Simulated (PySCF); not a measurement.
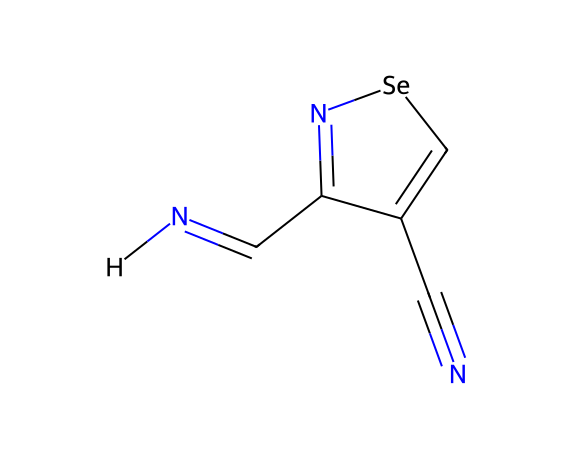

The drawing above gives the connectivity. Computed geometry: PBE0-D3(BJ)/def2-SVP optimisation. No frequency run is at hand to confirm it as a minimum.

What does the molecule look like in three dimensions?

It has 12 atoms: 5 carbon, 3 hydrogen, 3 nitrogen and 1 selenium (C₅H₃N₃Se). As SMILES it reads `[H]/N=C/c1n[se]cc1C#N`. Independent rings (smallest set): 1 of 5 members, 1 of them aromatic. Among its groups: nitrile, imine. The point group is Cs. All atoms lie on one plane. Coordination: 1 C linear; 4 C trigonal planar; 1 Se bent; 2 N bent.

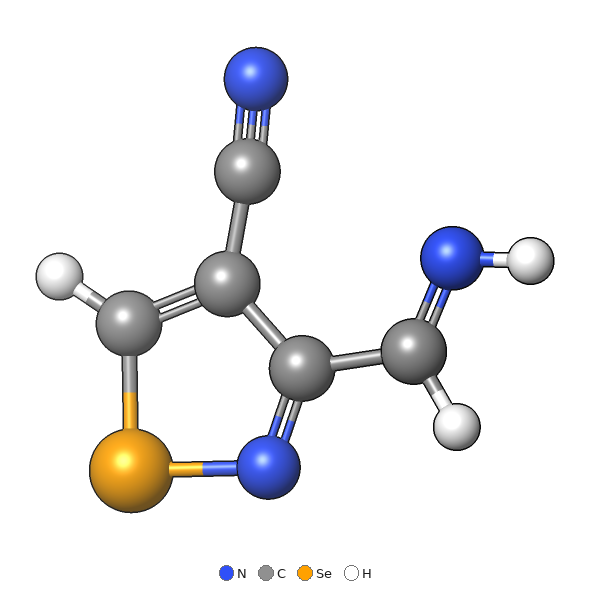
